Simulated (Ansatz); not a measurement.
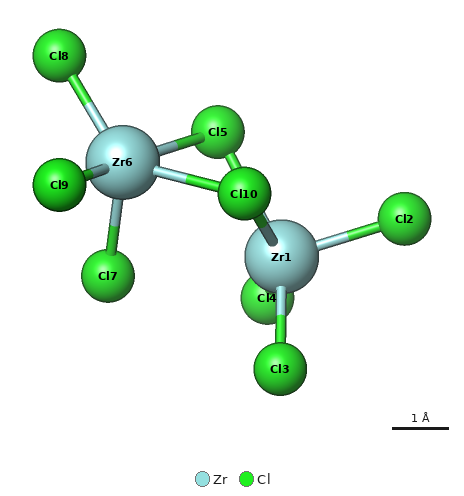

Figure 1. The structure (ball-and-stick view, seen at a tilt; atoms are numbered from 1 in the order of the input). Sticks mark near contacts. Bond lengths as drawn: Cl–Zr 2.32 to 2.78 Å.

## What a change does: single-point calculation on Zr$_{2}$Cl$_{8}$

System: Zr$_{2}$Cl$_{8}$ (Zr2(Cl)8).
Method of the first run: RKS PBE-D4/def2-TZVP (Ansatz 0.2.0).

The geometry comes from this level: r2SCAN-D4/def2-SVP. Text and figures count atoms from 1; the logs count them from 0 in places.

**Input file, the first run**
```yaml
crystal:
  periodic: [false, false, false]
  atoms:
    - {symbol: Zr, position_ang: [-1.086006, -0.498972, -1.246836]}
    - {symbol: Cl, position_ang: [-3.343840, -0.026976, -1.469389]}
    - {symbol: Cl, position_ang: [-0.093435, 0.558831, -3.081793]}
    - {symbol: Cl, position_ang: [-0.928728, -2.736149, -1.869808]}
    - {symbol: Cl, position_ang: [-0.985075, -1.070774, 1.259366]}
    - {symbol: Zr, position_ang: [1.102893, 0.552676, 1.450928]}
    - {symbol: Cl, position_ang: [1.933882, -0.748701, -0.352109]}
    - {symbol: Cl, position_ang: [1.288639, -0.211790, 3.653645]}
    - {symbol: Cl, position_ang: [2.621476, 2.319067, 1.551447]}
    - {symbol: Cl, position_ang: [-0.509816, 1.862767, 0.104560]}
basis:
  gaussian: {orbitals: def2-TZVP, initial_orbitals: start.molden}
hamiltonian: {xc: pbe, dispersion: d4}
scf: {omitted_lower_state_checks: [starts]}
output: {orbitals: {seedname: orbitals}}
```

Command:
```bash
ansatz run in.yaml --threads 2 --pin off --events-out ev --progress --plain --max-ram 32768MiB --backend cuda --devices 0, --max-vram 18GiB
```

Hardware: 2 CPU threads, shared host.

**Output (the first run)**
```
Functional definition: PBE
  parameter kappa = 0.804
  parameter beta = 0.06672455060314922
  exchange = pbe_x(kappa = kappa, mu = beta*pi^2/3)
  correlation = pbe_c(beta = beta)
these checks for a lower state are left out or cut short: starts
2690 factors; their error is unknown
mean field evaluation 1: about -102722.8962 eV, gradient 2.3e1 eV
mean field evaluation 2: about -102723.2101 eV, gradient 4.3e-1 eV
mean field evaluation 4: about -102723.1999 eV, gradient 5.9e-2 eV
mean field -102723.19987386 eV, -3775.0079670788 hartree, gradient 1.9e-5 eV, S^2 0.000000; 0 other end points of the search recorded, 0 dependent functions left out
reference -102723.19995819 eV, -3775.0079701778 hartree; 80, 80 occupied and 296, 296 virtual orbitals, 2690 factors
Total energy: -102723.95518757 eV, -3775.0357243455 hartree
Checks for a lower state left out: starts
```

The second run used a changed input.

**The two runs side by side**

| quantity | the first run | the second run |
| --- | --- | --- |
| outcome | converged | converged |
| total energy (hartree) | −3775.035724 | −3774.893551 |
| HOMO (eV) | −8.00 | −4.12 |
| LUMO (eV) | −4.35 | −8.11 |
| basis functions | 376 | 376 |
| ⟨S²⟩ | – | 2.002 |
| wall time (shared host) | 11 s | 15 s |

Which change of the input explains these differences?

The change (lines with − go, lines with + come):
```diff
+magnetization: {spin_polarized: true, initial_magnetization: 2}
```

With the same method and basis, the second run lies 89.2 kcal/mol higher. The HOMO goes from −8.00 to −4.12 eV. The LUMO goes from −4.35 to −8.11 eV.

**Output (the second run)**
```
Functional definition: PBE
  parameter kappa = 0.804
  parameter beta = 0.06672455060314922
  exchange = pbe_x(kappa = kappa, mu = beta*pi^2/3)
  correlation = pbe_c(beta = beta)
these checks for a lower state are left out or cut short: starts
2690 factors; their error is unknown
mean field evaluation 1: about -102718.7619 eV, gradient 1.6e1 eV
mean field evaluation 2: about -102719.1301 eV, gradient 7.1e-1 eV
mean field evaluation 4: about -102719.3226 eV, gradient 3.0e-1 eV
mean field evaluation 8: about -102719.3303 eV, gradient 5.8e-2 eV
mean field evaluation 16: about -102719.3311 eV, gradient 4.2e-4 eV
mean field -102719.33113119 eV, -3774.8657934079 hartree, gradient 2.8e-6 eV, S^2 2.002009; 0 other end points of the search recorded, 0 dependent functions left out
reference -102719.33122141 eV, -3774.8657967235 hartree; 81, 79 occupied and 295, 297 virtual orbitals, 2690 factors
Total energy: -102720.08645079 eV, -3774.8935508913 hartree
Checks for a lower state left out: starts
```
